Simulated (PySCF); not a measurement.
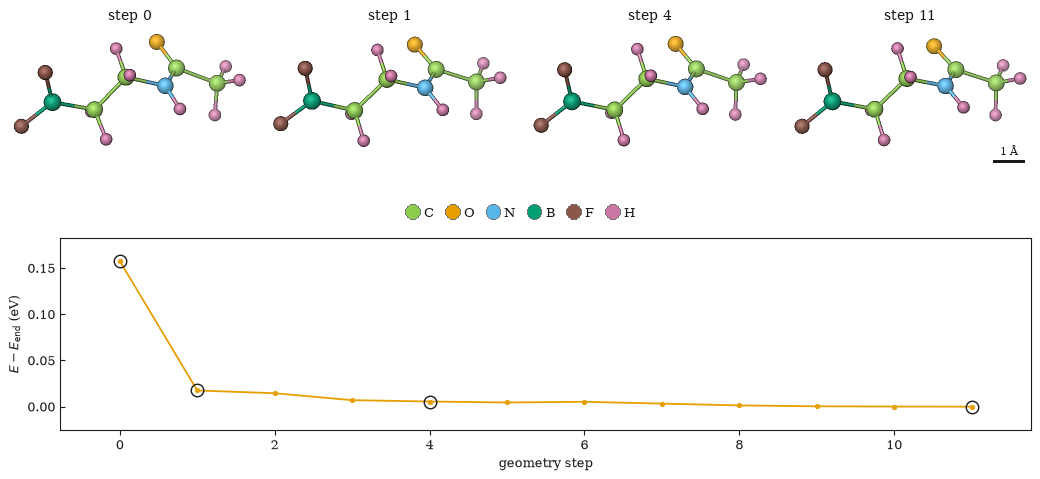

Frames of a relaxation of C$_{4}$H$_{8}$BF$_{2}$NO, marked on the history of the run. A ball-and-stick model, seen at a tilt.

The start comes from GFN2-xTB. Its atoms were then displaced at random by about 0.01 Å.

Theory: PBE0-D3(BJ)/def2-SVP geometry optimisation, gas phase in PySCF. 

What happens along the run?

Over 11 geometry steps the energy falls by 0.158 eV. The largest move after the best rigid fit is that of the O atom, 0.17 Å. By element the largest moves are O 0.17 Å, F 0.16 Å, H 0.15 Å, N 0.08 Å, C 0.08 Å, B 0.05 Å. Near-neighbour distances that change, for instance: C–H 1.054 → 1.096 Å, C–N 1.479 → 1.442 Å, C–N 1.333 → 1.365 Å, C–C 1.540 → 1.513 Å. Bond angles that change, for instance: C–N–H 123.6° → 118.8°, C–N–H 114.2° → 118.9°, C–C–H 108.1° → 111.3°. The run took 2.7 min on 1 thread of Arm Neoverse V1, on a shared host. From step 0 to 1: an F atom moves most (0.20 Å), energy −0.140 eV. From step 1 to 4: F atoms move most (0.06 Å), energy −0.012 eV. From step 4 to 11: H atoms move most (0.10 Å), energy −0.006 eV.
